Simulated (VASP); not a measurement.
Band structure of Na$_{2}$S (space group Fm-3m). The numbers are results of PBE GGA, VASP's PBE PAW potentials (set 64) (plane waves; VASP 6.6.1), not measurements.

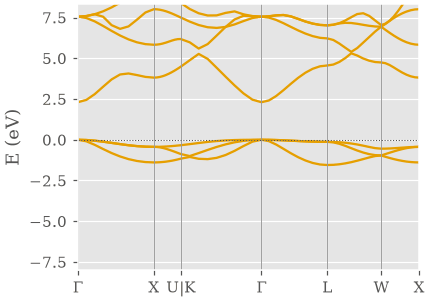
Figure: Bands along high-symmetry lines, zero at the valence-band maximum or, without a gap, the Fermi level

Problem. Read the plot: is there a gap, and where are the band edges?

Solution. The gap is direct, 2.30 eV, from the valence maximum at Γ to the conduction minimum at Γ.

The structure is a typed Na2S crystal (Fm-3m). The cell was not relaxed at this level.
